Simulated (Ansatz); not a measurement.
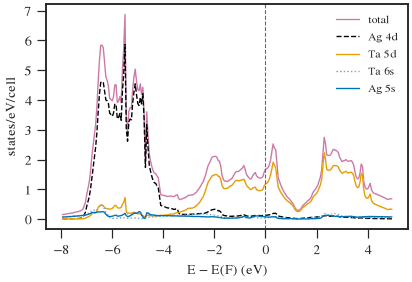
*Total and projected density of states of TaAg (L1₀ or tetragonal B2, space group No. 123), r²SCAN (plane waves, PAW; program Ansatz)*

Question: Which orbitals carry the states next to the Fermi level?

Answer: Within 0.5 eV of the Fermi level: Ta 5d 72 %, Ag 4d 8 %, outside the projected shells 11 %. Projections are on Löwdin-orthogonalised atomic valence shells; empty p or d shells of many metals are not among them.

Question: Where is the tallest occupied peak in this window, and what makes it?

Answer: Near -5.5 eV, about 6.9 states/eV per cell; the largest projected share is Ag 4d.

Space group P4/mmm (L1₀ or tetragonal B2). The start of the workflow was typed in or built on a structure type; neither database checked (COD, Materials Project) lists it. Its standing as an ambient phase is unchecked. Symmetry was held in the r²SCAN relaxation; whether a distortion lowers the energy is not shown. No spin polarisation was allowed. Its formation energy is positive at this level, so the cell may be metastable or incomplete. Spin–orbit coupling is left out wherever it is not named.

Potentials: the later of the program's two PAW sets.
